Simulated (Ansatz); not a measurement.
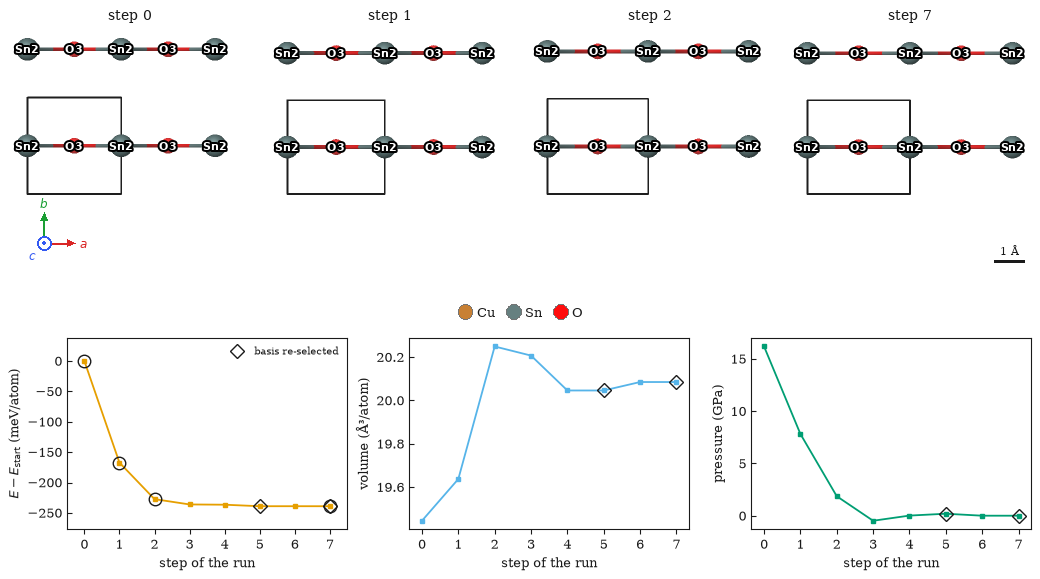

Frames of a relaxation of crystalline CuSnO (a generated structure, set up in Pmmm) (coarse preliminary run), marked on the history of the run. A ball-and-stick model of the cell of the calculation, repeated 2 × 2 × 1 with one cell outlined, seen along the c axis.

Computed with DFT PBE, scalar-relativistic, plane waves, PAW (Ansatz 0.2.0).

The input:
```yaml
crystal:
  lattice:
    - [3.16545298, 0.0, 0.0]
    - [0.0, 3.25482599, 0.0]
    - [0.0, 0.0, 5.66186073]
  atoms:
    - { symbol: Cu, position: [0.0, 0.5, 0.5], spin: 1.0 }
    - { symbol: Sn, position: [0.0, 0.5, 0.0] }
    - { symbol: O, position: [0.5, 0.5, 0.5] }
basis:
  ecutwfc: 420
kpoints:
  mp_grid: { grid: [6, 6, 4] }
hamiltonian:
  xc: pbe
scf:
  occupations: { method: gaussian, width: 0.1 }
  lower_state_search: "off"
output:
  forces: true
  stress: true
  eigenvalues: true
  populations: true
magnetization:
  spin_polarized: true
relax:
  adjacent_minimum: "off"
  f_tol: 0.04
  max_steps: 70
  cell: { stress_tol: 0.4 }
```

Command:
```bash
ansatz run input.yaml --threads 1 --pin off --max-ram 2560MiB --backend cpu --events-out ev --progress --plain --runs-dir out
```

**Describe the path.**

No atom moves by more than 0.005 Å relative to the cell. The volume changes by +3.3 %, with a 3.165 → 3.459 Å (+9.3 %), b 3.255 → 3.165 Å (−2.7 %), c 5.662 → 5.503 Å (−2.8 %). Some distances before and after: Cu1–O3 1.583 → 1.730 Å, Sn2–O3 3.243 → 3.250 Å. The space group stays Pmmm (No. 47). The energy falls by 239 meV per atom in 5 accepted moves (7 points after the start). All forces vanish by symmetry, so only the cell relaxes. Pressure: 16.18 GPa at the start and 0.01 GPa at the end. At 2 points the geometry stayed and the basis and grid were re-selected for the new cell (energy shift of 2.5 meV per atom at most each time). The program noted that the starting moments weren't kept. From step 0 to 1: volume +1.0 %, energy −167 meV per atom. From step 1 to 2: volume +3.1 %, energy −60.1 meV per atom. From step 2 to 7: volume −0.8 %, energy −11.7 meV per atom.

Limits of the set-up: layers or molecules are held without a dispersion correction, so their spacing is unreliable.
